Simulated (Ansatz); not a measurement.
## Single-point calculation of CH6BFSi

System: CH6BFSi, SMILES B[SiH2]CF.
Method: RKS PBE0-D4/def2-TZVPP (Ansatz 0.2.0).

The geometry comes from this level: PBE0-D4/def2-TZVP.

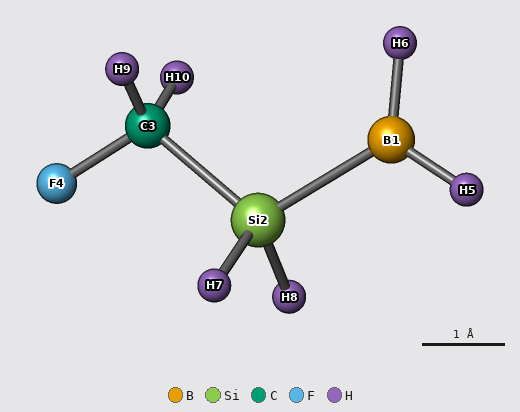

Fig. 1: The structure as given in the input (ball-and-stick view, seen at a tilt; atoms are numbered from 1 in the order of the input).

Results in brief

```tsv
quantity	value
outcome	converged
total energy	−12397.9197 eV
mean-field energy	−12397.7840 eV
dispersion energy	−0.1357 eV
SCF solution under orbital rotations	stable
HOMO	−8.31 eV
LUMO	−2.62 eV
hardware	2 threads of Arm Neoverse V2, 23 GiB of memory available, shared host
wall time	3.1 s (CPU time 6 s)
peak memory	0.41 GiB
```

Input file
```yaml
crystal:
  periodic: [false, false, false]
  atoms:
    - {symbol: B, position_ang: [-1.700868, 0.681748, -0.301071]}
    - {symbol: Si, position_ang: [-0.119680, -0.553841, -0.431921]}
    - {symbol: C, position_ang: [1.348680, 0.024832, 0.621749]}
    - {symbol: F, position_ang: [2.425701, -0.848509, 0.514486]}
    - {symbol: H, position_ang: [-2.690242, 0.436408, -0.926376]}
    - {symbol: H, position_ang: [-1.714791, 1.665645, 0.379346]}
    - {symbol: H, position_ang: [0.311302, -0.651088, -1.856429]}
    - {symbol: H, position_ang: [-0.531819, -1.916278, 0.014454]}
    - {symbol: H, position_ang: [1.685978, 1.019574, 0.309545]}
    - {symbol: H, position_ang: [1.068638, 0.090308, 1.679120]}
basis:
  gaussian: {orbitals: def2-TZVPP}
hamiltonian: {xc: pbe0, dispersion: d4}
output: {orbitals: {seedname: orbitals}}
```

Launch command:
```bash
ansatz run in.yaml --threads 2 --pin off --events-out ev --progress --plain --max-ram 4352MiB
```

The program's output
```
Functional definition: PBE0
  name "PBE0"
  cite "Adamo & Barone, J. Chem. Phys. 110, 6158 (1999) doi:10.1063/1.478522"
  cite "Perdew, Burke & Ernzerhof, Phys. Rev. Lett. 77, 3865 (1996) doi:10.1103/PhysRevLett.77.3865"
  parent pbe
  parameter a = 0.25
  parameter kappa = 0.804
  parameter beta = 0.06672455060314922
  exchange = (1 - a)*pbe_x(kappa = kappa, mu = beta*pi^2/3) + a*exact_x
  correlation = pbe_c(beta = beta)
1150 factors; their error is unknown
mean field evaluation 1: about -12395.1075 eV, gradient 3.4e1 eV
mean field evaluation 2: about -12395.3312 eV, gradient 3.3e1 eV
mean field evaluation 4: about -12397.7627 eV, gradient 1.3e0 eV
mean field evaluation 8: about -12397.7664 eV, gradient 1.6e-2 eV
mean field evaluation 16: about -12397.7840 eV, gradient 4.4e-5 eV
mean field -12397.78400288 eV, -455.6101585861 hartree, gradient 4.4e-5 eV, S^2 0.000000; 0 other end points of the search recorded, 0 dependent functions left out
reference -12397.78403680 eV, -455.6101598327 hartree; 20, 20 occupied and 199, 199 virtual orbitals, 1150 factors
Total energy: -12397.91971928 eV, -455.6151460717 hartree
```

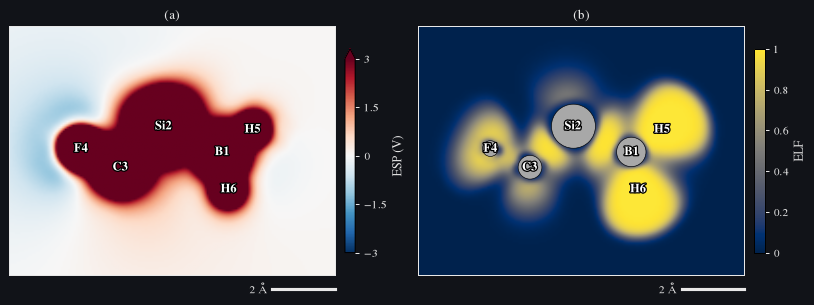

Fig. 2: (a) electrostatic potential; (b) ELF on the plane of atoms Si2, B1 and H6. Grey discs, where drawn, cover atomic cores. The section cuts through B, Si, C, F and H sites. C–F (1.39 Å): the ELF peaks at about 0.80 between the atoms (a polar covalent bond). Si–B (2.01 Å): the ELF peaks at about 1 between the atoms (a covalent bond).

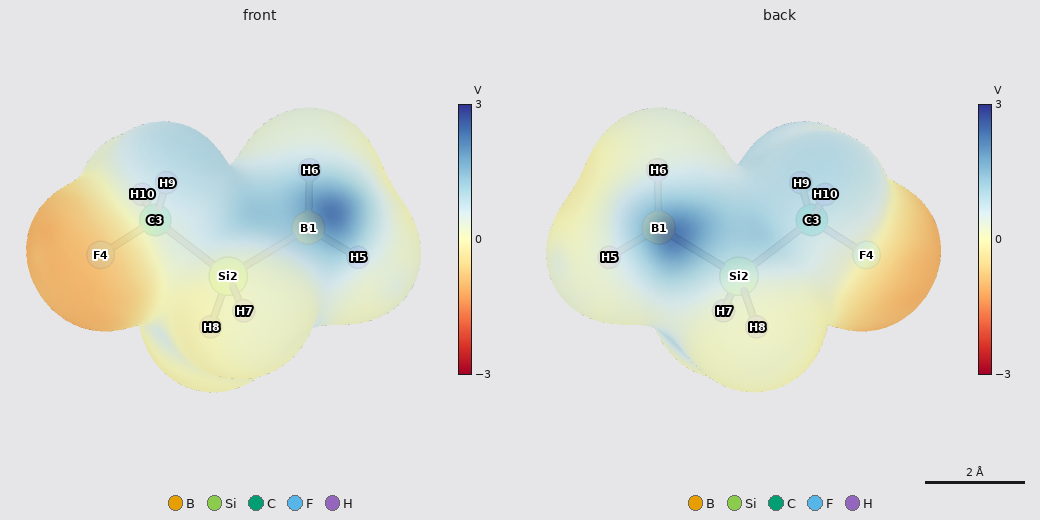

Fig. 3: The molecular electrostatic potential painted on the density surface at 0.002 e/bohr³, seen at a tilt and from behind; the colour scale runs from red (negative) to blue (positive).

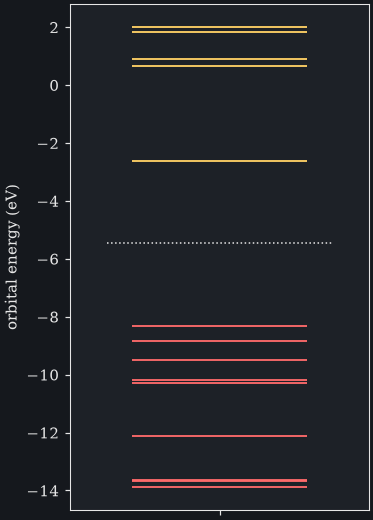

Fig. 4: Orbital energies near the frontier; the dotted line parts filled from empty levels, and levels within 0.02 eV of each other stand side by side. Highest filled −8.31 eV, lowest empty −2.62 eV, 5.69 eV apart.
